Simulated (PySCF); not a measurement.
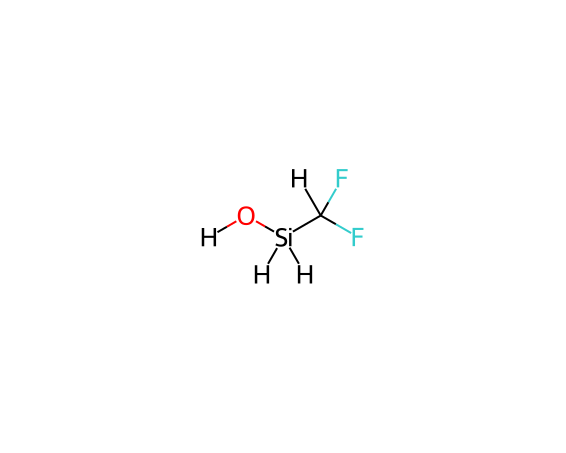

The drawing above gives the connectivity. The computed structure is the end point of a PBE0-D3(BJ)/def2-SVP optimisation. No frequency run is at hand to confirm it as a minimum.

What does the molecule look like in three dimensions?

Formula CH₄F₂OSi. SMILES: `O[SiH2]C(F)F`. It has no ring. Among its groups: C–F bond, Si–H bond, Si–O bond. This geometry has C1 symmetry. Coordination: 1 O bent; 1 Si tetrahedral; 1 C tetrahedral.

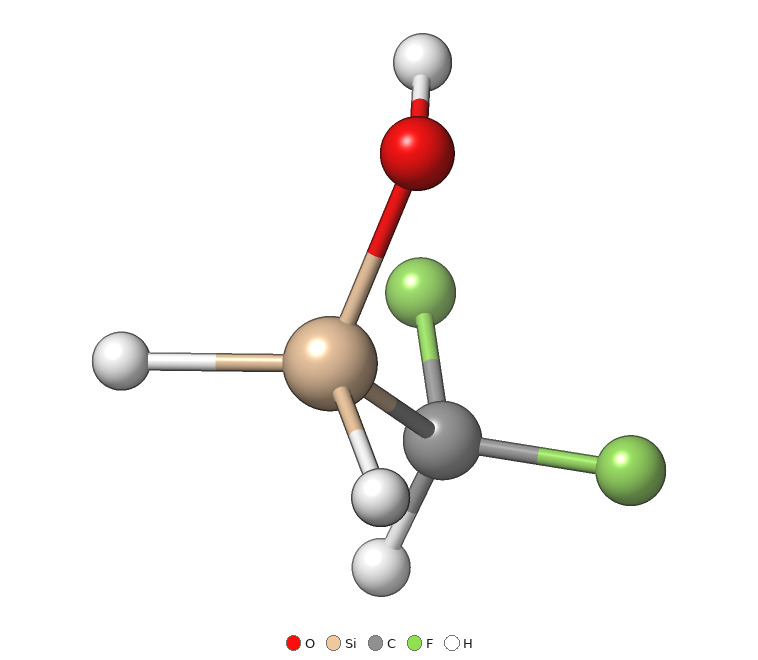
